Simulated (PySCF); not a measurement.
# C₂H₅GaS₂ (SMILES C1C[S][GaH][S]1): what the fields show

Input

```
{"job": {"kind": "uv", "xc": "CAM-B3LYP", "basis": "def2-SVPD", "nstates": 8, "ntriplets": 3}, "charge": 0, "multiplicity": 1}
C     -0.764154    -0.826435    -0.173114
C     -0.890533     0.687087    -0.241418
S      0.498118     1.510259    -1.142987
Ga     1.991222     0.168161    -0.142158
S      0.699451    -1.408696     0.794519
H     -0.706758    -1.258223    -1.174366
H     -1.631071    -1.237395     0.344056
H     -1.789714     0.947771    -0.799437
H     -0.953929     1.118646     0.759734
H      3.556250     0.303480    -0.100198
```

Command:

```sh
OMP_NUM_THREADS=1 python probes_run.py task.json out
```

Geometry: GFN2-xTB.

These are results of CAM-B3LYP/def2-SVPD, SCF density, gas phase in PySCF, not measurements.

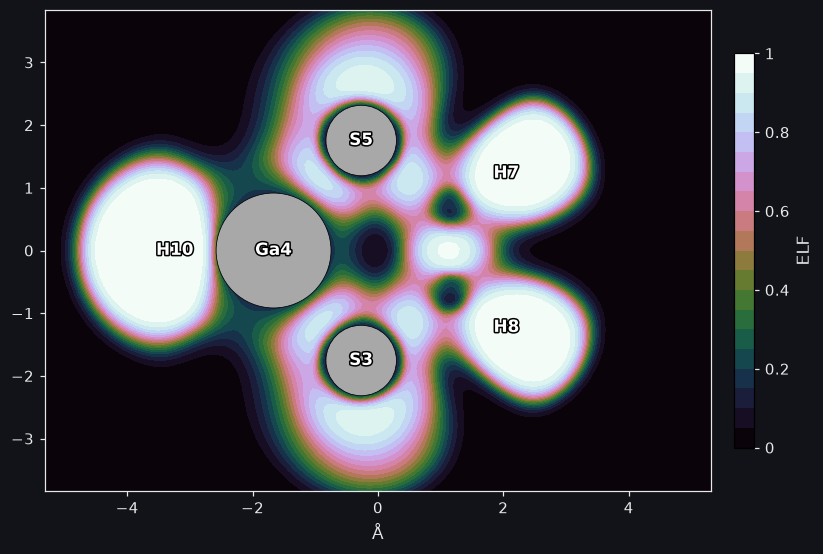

Figure 1. Electron localisation function on the plane of atoms S3, Ga4 and S5. Grey discs cover the atomic cores.

What does the map show?

Answer. The section cuts through S, Ga and H sites. Ga–S (2.24 Å): the ELF peaks at about 0.85 in the valence shell of S, 0.9 Å from its nucleus, and is about 0.70 at the midpoint. Ga–H (1.57 Å): the ELF climbs to about 1 towards the hydrogen. The ELF also peaks beside S3 and S5, away from the bonds: lone-pair regions.

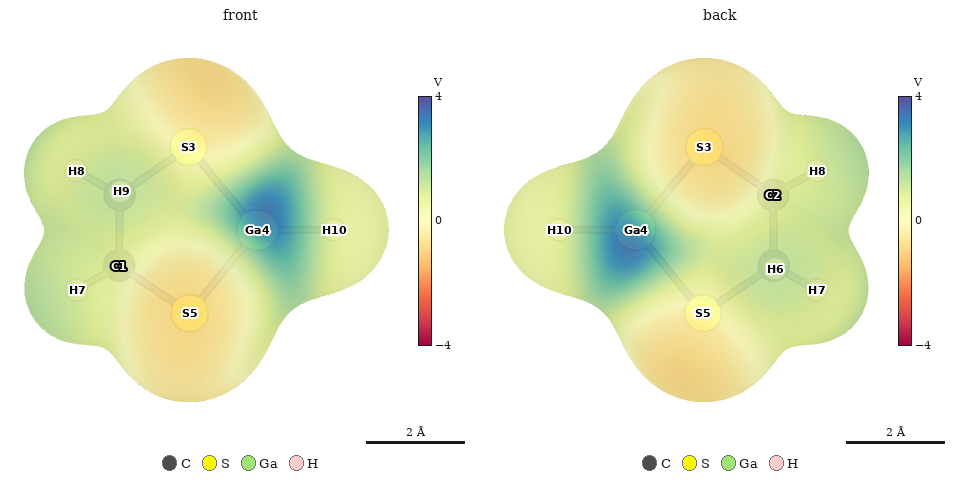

Figure 2. The molecular electrostatic potential painted on the density surface at 0.004 e/bohr³, seen from the front and from behind; red is negative and blue positive.

Where is the surface potential most negative and most positive?

Answer. The most negative region (about −0.9 V) lies over S3 and S5, the most positive (about +3.4 V) over Ga4.

How polar is the molecule by this calculation?

Answer. Its dipole moment is 0.74 D.
